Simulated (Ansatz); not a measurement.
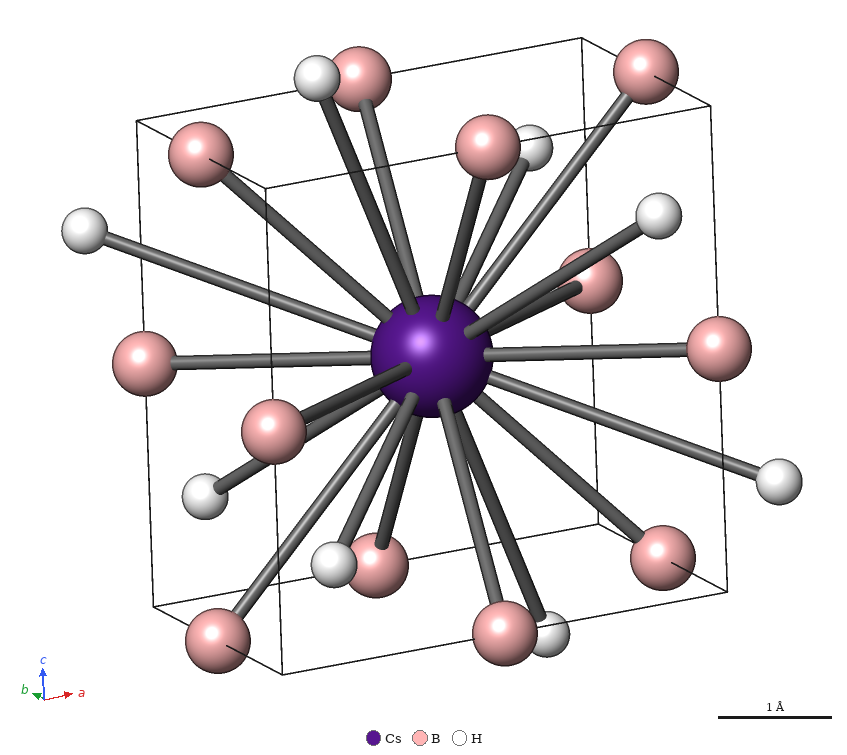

View slightly off an axis, drawn as a ball-and-stick model. The lines enclose the simulation cell; boundary atoms appear with their images. A few atoms beyond the faces are included.

```xyz
6
Lattice="2.8602 1.6513 2.8167 -2.8602 1.6513 2.8167 0.0000 -3.3026 2.8167" Properties=species:S:1:pos:R:3 pbc="T T T"
Cs    0.0000    0.0000    4.2250
B     1.4301   -0.8257    7.0417
B     1.4301   -2.4770    4.2250
B     0.0000    1.6513    7.0417
H     0.0000    0.0000    6.9886
H     0.0000    0.0000    1.4615
```

Run with Ansatz 0.2.0, DFT PBE, scalar-relativistic, plane waves, PAW and these settings: 420 eV cutoff, k-points on a 12×12×12 grid, Gaussian smearing of 0.1 eV, no spin polarisation.

### What net charge does each kind of atom have (Bader)?

Cs +0.56 e; B -0.09 e; H -0.15 e.

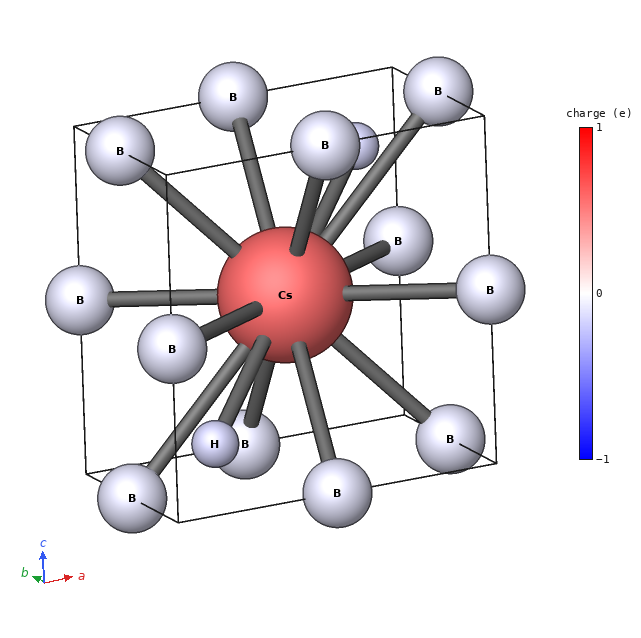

The atoms coloured by those charges.

The starting point was a structure type filled with these elements by a generator (whether the compound takes this form wasn't checked). Earlier steps of the study may have refined or changed the cell and positions. It was run through Ansatz as a DFT input.
